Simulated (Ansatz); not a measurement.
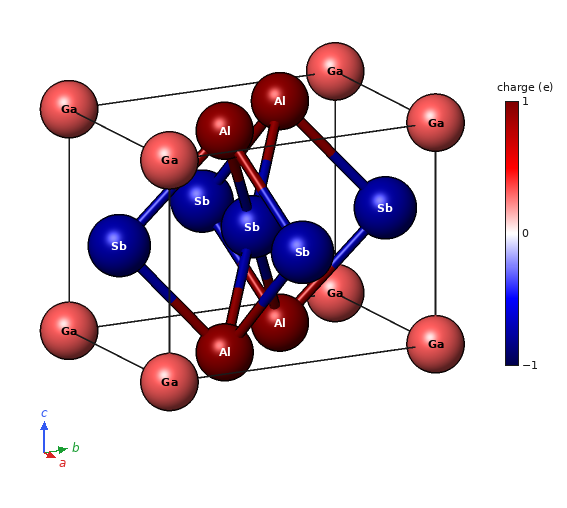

The figure gives a ball-and-stick picture of the atoms, viewed slightly off an axis. The wireframe shows the simulation cell. The atoms of this Al2GaSb3 cell are coloured by their Bader charge.

Electronic-structure method: Ansatz 0.2.0, DFT PBE, scalar-relativistic, plane waves, PAW. Parameters: a 420 eV plane-wave basis, a 6×6×10 grid in reciprocal space, Gaussian smearing of 0.1 eV, no spin polarisation.

Who donates electrons here and who accepts them?

Answer. Most positive: Al; most negative: Sb. Charges: about Al +0.9 e; Ga +0.3 e; Sb -0.7 e.

Its origin is a structure type filled with these elements by a generator (whether the compound takes this form wasn't checked). Earlier steps of the study may have refined or changed the cell and positions. It went into a calculation with Ansatz.
